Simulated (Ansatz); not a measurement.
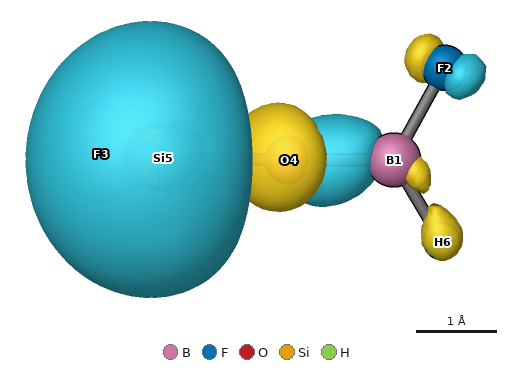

BF$_{2}$HOSi (SMILES FBO[Si]F). The HOMO at ±0.1 Å⁻³ᐟ² (yellow and cyan are the two phases), seen across its widest extent.

Geometry: PBE-D3(BJ)/def2-SVP.

These are results of isolated molecule in a Gaussian basis; Kohn-Sham density functional theory, functional PBE0 in Ansatz, not measurements.

```xyz
6

B    -0.7298    0.4249    0.1420
F    -1.8228    0.2078    0.8761
F     0.6599   -2.5279   -1.7051
O     0.1014   -0.6113   -0.1188
Si    1.1913   -1.8785   -0.2870
H    -0.5024    1.5435   -0.2711
```

### Where does this orbital lie, and at what energy?

Its weight (Hirshfeld) is mainly on Si5 (about 75 %), F3 (about 10 %) and O4 (about 10 %). Its energy is −8.30 eV.
